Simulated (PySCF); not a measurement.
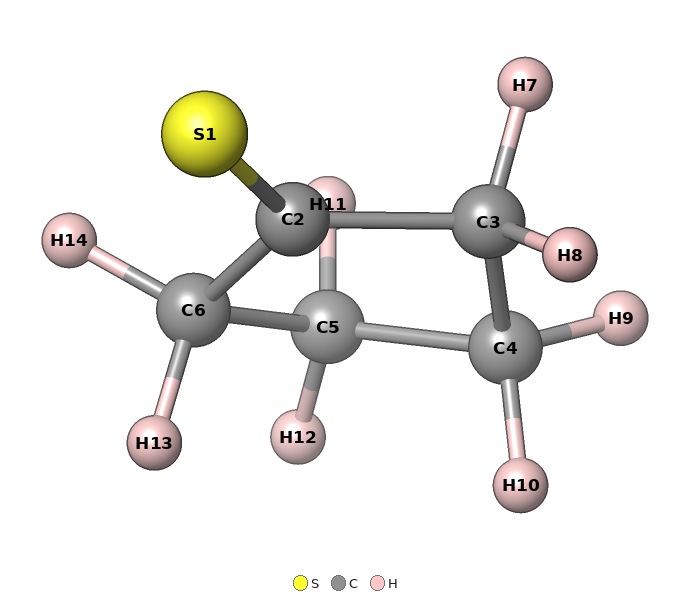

Atoms fade into the background with distance from the viewer. The geometry was computed by an optimisation with PBE0-D3(BJ)/def2-SVP. No frequency run is at hand to confirm it as a minimum.

What is the conformation of the ring C2–C3–C4–C5–C6?

It is a twist (half-chair). The Cremer–Pople amplitude Q is 0.37 Å.

Give the torsion angles round the ring, beginning with the bond from its second to its third atom.

31°, −38°, 32°, −13°, −11°.
